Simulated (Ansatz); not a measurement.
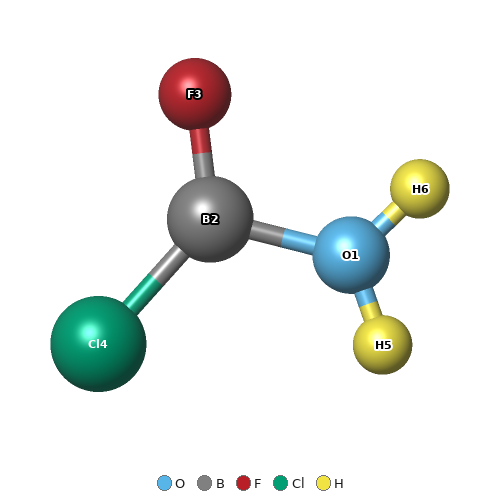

The system is BClFH2O, SMILES [OH2+]B(F)Cl, charge +1; the picture shows the reference structure. Coordinates scanned: (1) bond length O1–B2; (2) dihedral H5–O1–B2–F3. Nothing is relaxed (all other coordinates rigid). The scan uses a 15 × 15 grid; 121 points were computed and 104 follow by symmetry. Points are written as (first, second). Energies are in kJ/mol, from the lowest grid point. The reference is spin-restricted, which grows unreliable where a bond is stretched far. All numbers below come from RHF/def2-SVP in Ansatz.

Its coordinates:

| atom | x (Å) | y (Å) | z (Å) |
| --- | --- | --- | --- |
| O | -0.2355 | 0.7281 | 0.0903 |
| B | 0.2950 | -0.6354 | -0.0401 |
| F | 1.4674 | -0.7243 | 0.4450 |
| Cl | -0.6956 | -1.7953 | -0.7765 |
| H | -1.1080 | 0.9918 | -0.2186 |
| H | 0.2767 | 1.4352 | 0.4998 |

Range: bond length O1–B2 from 1.204 to 2.203 Å; dihedral H5–O1–B2–F3 from −180 to 156°.

Question: What landscape does the calculation give?

Answer: The lowest grid point is at (1.490 Å, −180°); the map holds 2 wells of about this depth. The highest grid point, (1.204 Å, −84°), lies 231 kJ/mol above the lowest. On the interpolated surface the easiest way out of the lowest well to a well of about the same depth near (1.490 Å, −12°) passes a barrier of about 41 kJ/mol. Round the minimum the two coordinates are nearly uncoupled.

```
dihedral H5–O1–B2–F3 ↓, bond length O1–B2 →  1.204  1.276  1.347  1.419  1.490  1.561  1.633  1.704  1.775  1.847  1.918  1.989  2.061  2.132  2.203
                                        156    163     78     32     11      7     14     27     45     65     86    107    128    148    166    184
                                        132    194    104     54     30     23     27     39     55     73     93    113    132    152    170    186
                                        108    223    129     75     47     38     39     49     63     80     99    118    137    155    173    189
                                         84    231    135     80     52     41     42     52     66     82    101    119    138    156    173    189
                                         60    211    118     66     40     31     34     45     60     77     96    116    135    154    171    188
                                         36    177     90     43     20     14     20     33     50     69     89    110    130    150    168    185
                                         12    153     70     25      5      2     10     24     42     63     84    106    126    146    165    183
                                        −12    153     70     25      5      2     10     24     42     63     84    106    126    146    165    183
                                        −36    177     90     43     20     14     20     33     50     69     89    110    130    150    168    185
                                        −60    211    118     66     40     31     34     45     60     77     96    116    135    154    171    188
                                        −84    231    135     80     52     41     42     52     66     82    101    119    138    156    173    189
                                       −108    223    129     75     47     38     39     49     63     80     99    118    137    155    173    189
                                       −132    194    104     54     30     23     27     39     55     73     93    113    132    152    170    186
                                       −156    163     78     32     11      7     14     27     45     65     86    107    128    148    166    184
                                       −180    149     67     22      3      0      8     23     41     62     83    105    126    146    165    183
```

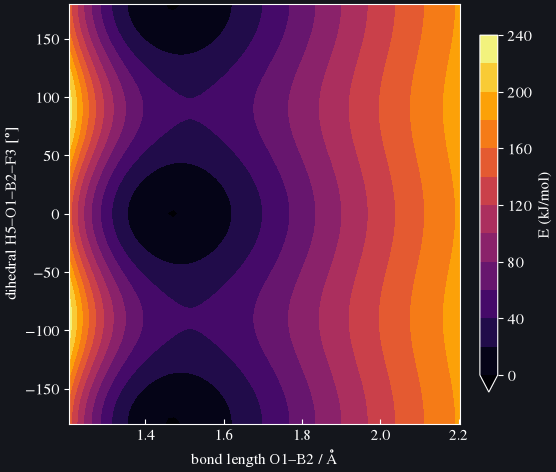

Drawn: filled contours. Between grid points the surface is interpolated.

Time for the 121 points that were run: 87 s on 1 thread of Arm Neoverse V2 (shared host).
